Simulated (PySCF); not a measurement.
# CH8AlGe, charge −1, SMILES `[AlH3-][CH2][GeH3]`: electronic structure

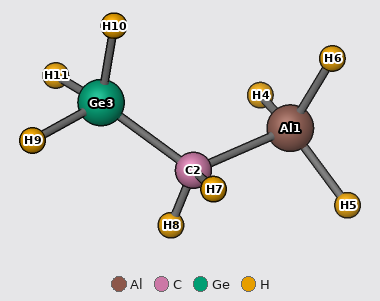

The molecule, with its atoms numbered as below. No frequency check shows the geometry to be a minimum.

Cartesian coordinates (Å):

```
Al1      2.3052    0.2137   -0.0004
C2       0.5360   -0.8469    0.0005
Ge3     -1.1584    0.0898   -0.0001
H4       2.2944    1.2598   -1.2237
H5       3.4413   -0.9180   -0.1881
H6       2.4441    0.9731    1.4130
H7       0.5183   -1.5139    0.8772
H8       0.5149   -1.5210   -0.8707
H9      -2.4164   -0.8123    0.0148
H10     -1.4492    0.9934    1.1779
H11     -1.4622    0.9688   -1.1934
```

## 1. Bonding charge

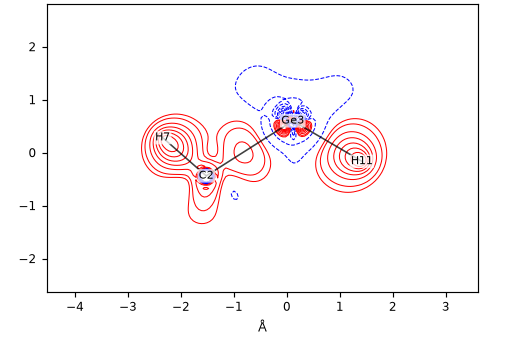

Deformation density (molecule less spherical, spin-averaged free atoms) in the plane of C2, Ge3, H7 and H11; contours at ±0.05 to ±0.8 e/Å³; solid red lines: gain, dashed blue lines: loss.

PySCF calculation, PBE0/def2-SVPD, gas phase; geometry: GFN2-xTB.

> How much density has each bond in this plane gained at its critical point, relative to the free atoms?

C2–H7: +0.57 e/Å³ at the bond critical point (bond length 1.10 Å). Ge3–H11: +0.23 e/Å³ at the bond critical point (bond length 1.51 Å). C2–Ge3: +0.19 e/Å³ at the bond critical point (bond length 1.94 Å). In all, 2.7 electrons gather in the regions of gain relative to the promolecule of neutral atoms (this includes the anion's extra charge).

## 2. Local ionisation energy

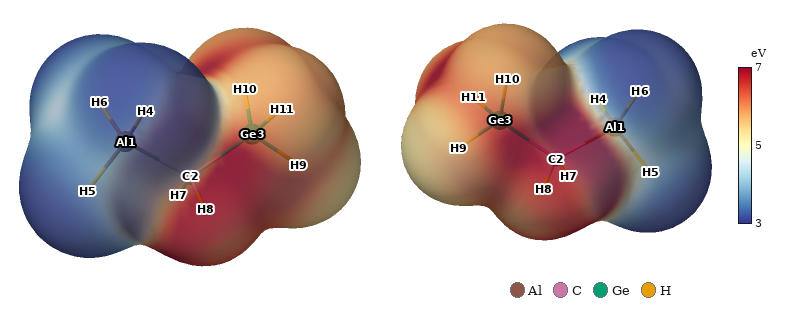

Average local ionisation energy on the surface of electron density 0.001 a.u. (back view left, front view right).

> Locate the minima of the map.

The lowest value is 3.1 eV, 1.7 Å from H5. Further minima include 5.2 eV, 1.6 Å from H9. For comparison, the highest occupied orbital lies at −2.7 eV.

## 3. Localised orbitals

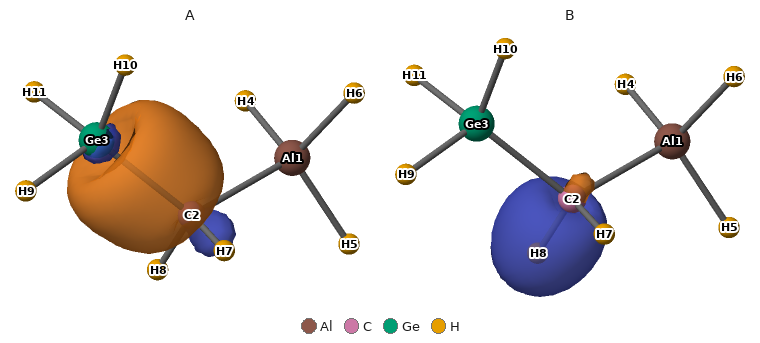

Intrinsic bond orbitals (IBO), occupied; each surface holds about 70 % of the orbital's density. Energies are diagonal elements of the Fock matrix.

Level of theory: BLYP/def2-SVP (PySCF), at a geometry from GFN2-xTB. The basis has no diffuse functions, which an anion needs.

> Name the orbitals, with their atomic make-up and energies.

By panel:
- A: σ bond C2–Ge3 (C2 55 %, Ge3 44 %; −5.9 eV)
- B: σ bond C2–H8 (C2 54 %, H8 44 %; −6.9 eV)

The PySCF runs shown took 18 s and 15 s on 1 thread of Arm Neoverse V2, on a shared host.
